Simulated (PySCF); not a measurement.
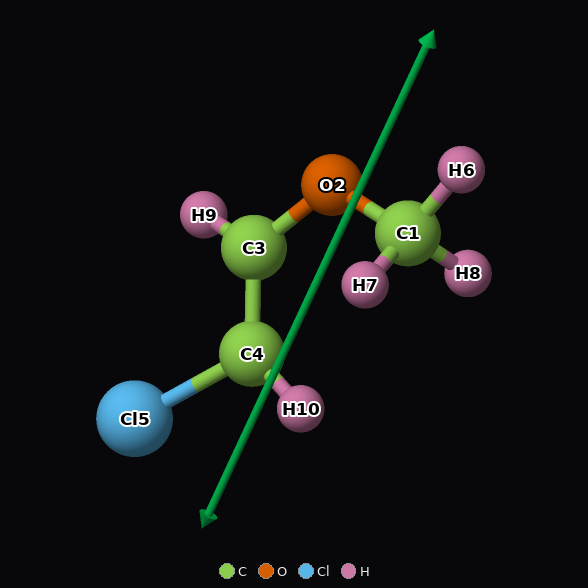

The double arrow shows the direction of the transition dipole to excited singlet state 2 (its length means nothing). Geometry: a frame of a GFN2-xTB molecular-dynamics simulation, not a minimum. Level of theory: TDDFT PBE0/def2-SVPD, vertical, gas phase, core orbitals frozen in the response (PySCF 2.14.0).

Give its energy, strength and character.

6.19 eV (200 nm), oscillator strength 0.19, of mixed character, with the largest part HOMO → LUMO (weight 0.45); transition dipole 2.86 D.
